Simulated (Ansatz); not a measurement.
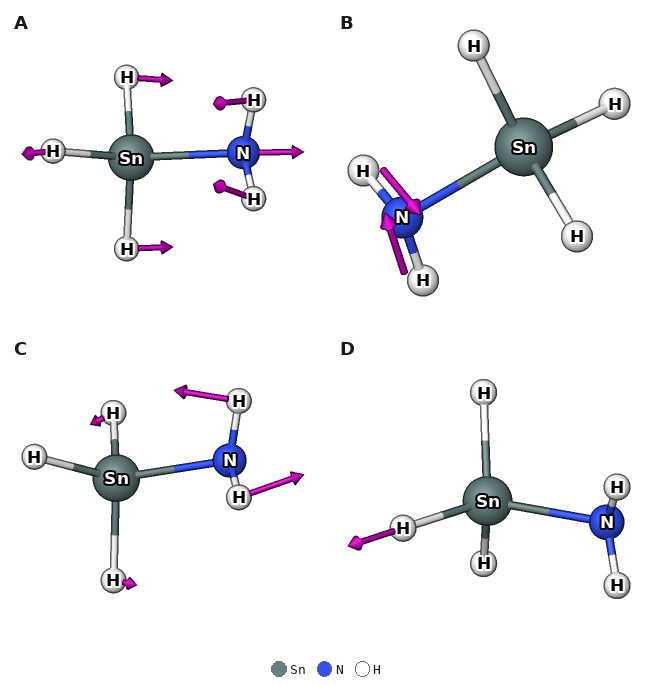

4 normal modes of one molecule or complex, as arrows. Harmonic vibrations computed with RKS PBE0-D4/def2-TZVP, core potentials on Sn (Ansatz 0.2.0) at a stationary point of the same level.

**Match the panels to the wavenumbers 560 cm⁻¹, 876 cm⁻¹, 1905 cm⁻¹, 3539 cm⁻¹.**

A: 560 cm⁻¹
B: 3539 cm⁻¹, in-phase stretching of 2 N–H bonds
C: 876 cm⁻¹, H–N–Sn bending
D: 1905 cm⁻¹, Sn–H stretching
